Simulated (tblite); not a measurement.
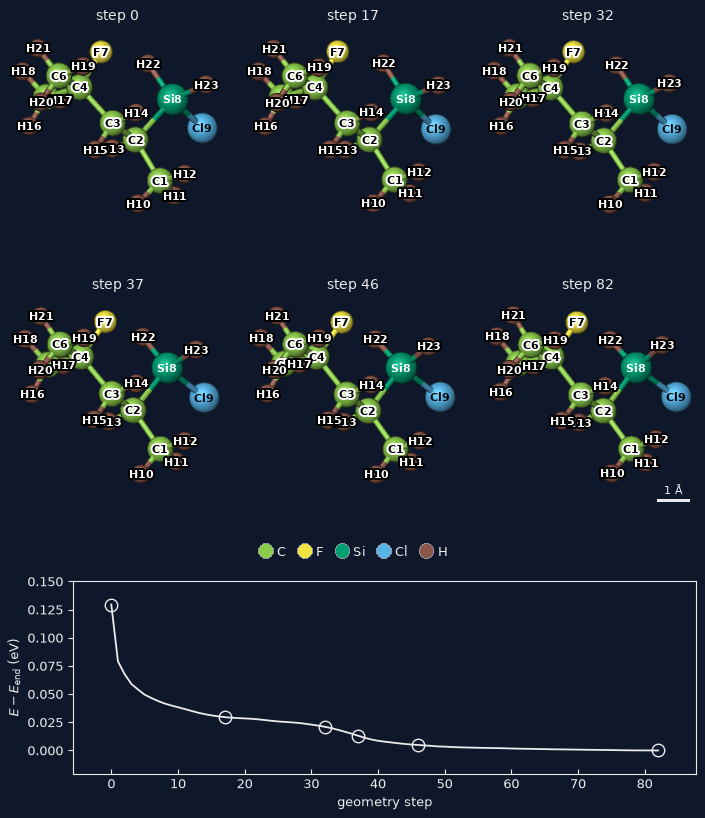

Frames of a relaxation of C$_{6}$H$_{14}$ClFSi, marked on the history of the run. Style: ball-and-stick. Shown from a free direction.

These are results of GFN2-xTB geometry optimisation, gas phase (tblite 0.8.0), not measurements. 

Describe the path.

The atom that moves furthest after the best rigid fit is H23 (0.51 Å). By element the largest moves are H 0.51 Å, Cl 0.31 Å, Si 0.20 Å, F 0.20 Å, C 0.12 Å. Near-neighbour distances that change, for instance: C4–F7 1.367 → 1.405 Å, Si8–H23 1.489 → 1.458 Å, Si8–H22 1.484 → 1.458 Å, C1–C2 1.550 → 1.531 Å. Among the angles between lasting bonds that change: Si8–C2–H13 106.0° → 109.1°, H19–C6–H21 106.3° → 108.5°. Over 82 geometry steps the energy falls by 0.130 eV. From step 0 to 17: Cl9 moves most (0.11 Å), energy −0.100 eV. From step 17 to 32: H23 moves most (0.14 Å), energy −0.009 eV. From step 32 to 37: H22 moves most (0.16 Å), energy −0.008 eV. From step 37 to 46: H23 moves most (0.13 Å), energy −0.008 eV. From step 46 to 82: H16 moves most (0.09 Å), energy −0.005 eV.

```csv
step,"E − E(0), eV"
0,0.0000
1,-0.0505
2,-0.0618
3,-0.0704
4,-0.0754
5,-0.0800
6,-0.0829
7,-0.0856
8,-0.0878
9,-0.0896
10,-0.0911
14,-0.0973
18,-0.1004
21,-0.1014
25,-0.1037
29,-0.1057
33,-0.1097
37,-0.1164
40,-0.1209
44,-0.1237
48,-0.1255
52,-0.1266
55,-0.1271
59,-0.1276
63,-0.1281
67,-0.1285
71,-0.1289
74,-0.1291
78,-0.1294
82,-0.1295
```
